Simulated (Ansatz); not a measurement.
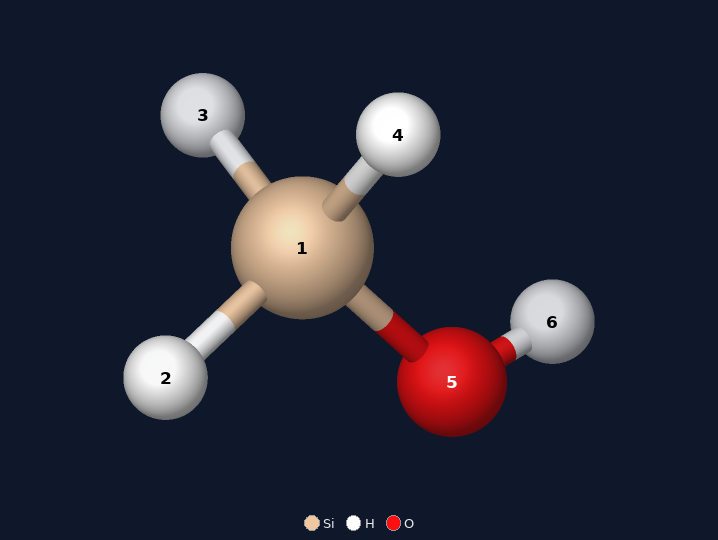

Atoms carry their numbers in the input. The computed structure is the end point of a PBE0-D4/def2-TZVP optimisation.

Give the bond lengths.

```csv
bond,length (Å)
Si1–H2,1.480
Si1–H3,1.489
Si1–H4,1.489
Si1–O5,1.648
O5–H6,0.958
```
